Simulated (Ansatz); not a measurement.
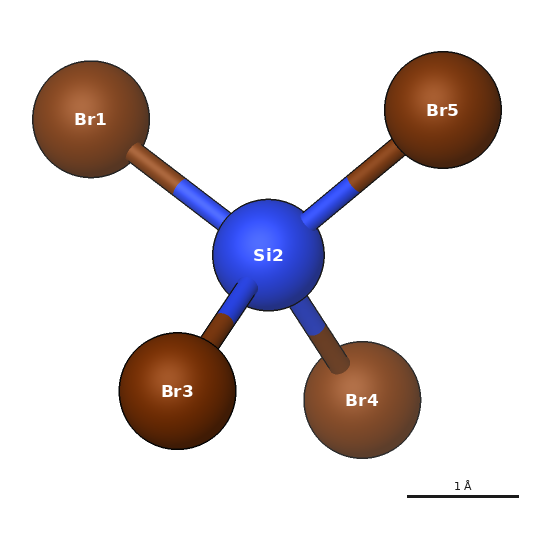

Source: calculation with Ansatz.

Orthographic view with a scale bar. Charge +1, doublet. Geometry: the geometry of the neutral molecule.

Reconstruct the coordinates (Å) as seen: x to the right, y up, z towards the viewer, origin at the mean of the atomic positions.

```xyz
5
SiBr4
Br  -1.60   1.22  -0.87
Si   0.00   0.00   0.00
Br  -0.82  -1.23   1.62
Br   0.85  -1.31  -1.55
Br   1.57   1.31   0.79
```
